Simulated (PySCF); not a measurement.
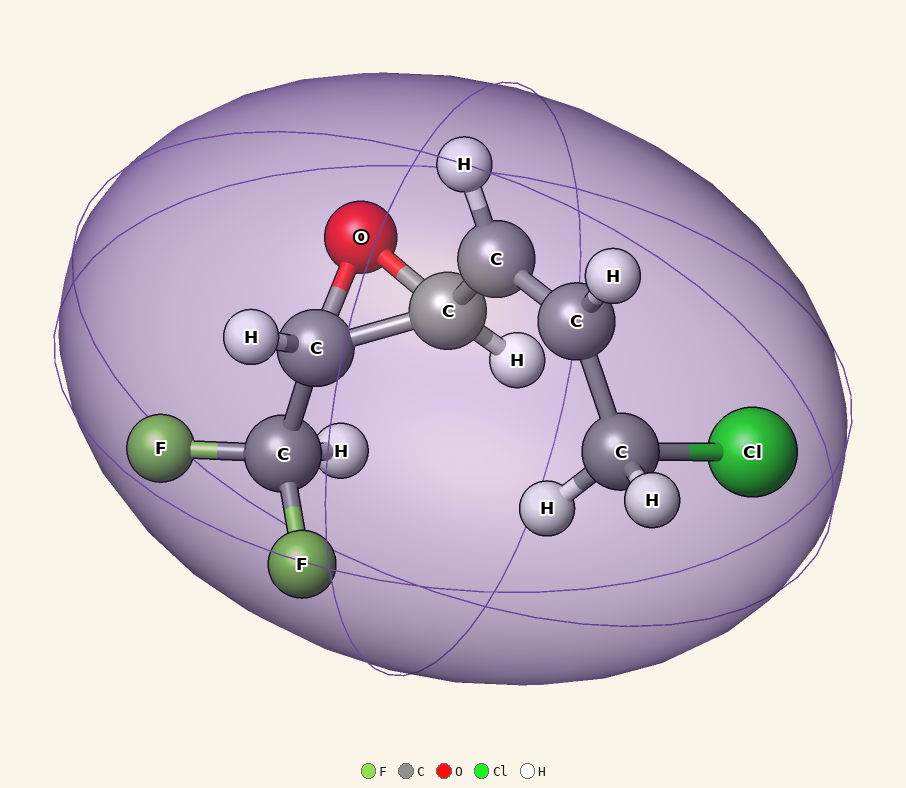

The ellipsoid shows the static dipole polarisability: its half-axes are proportional to the principal values. The geometry was computed by an optimisation with PBE0-D3(BJ)/def2-SVP. No frequency run is at hand to confirm it as a minimum. Method: CAM-B3LYP/def2-SVPD (PySCF 2.14.0).

### How large and how anisotropic is the polarisability?

Principal values 76.5, 83.6, 111.4 bohr³; mean 90.5 bohr³ (13.41 Å³); anisotropy 31.9 bohr³, so the longest axis is 1.46 times the shortest.
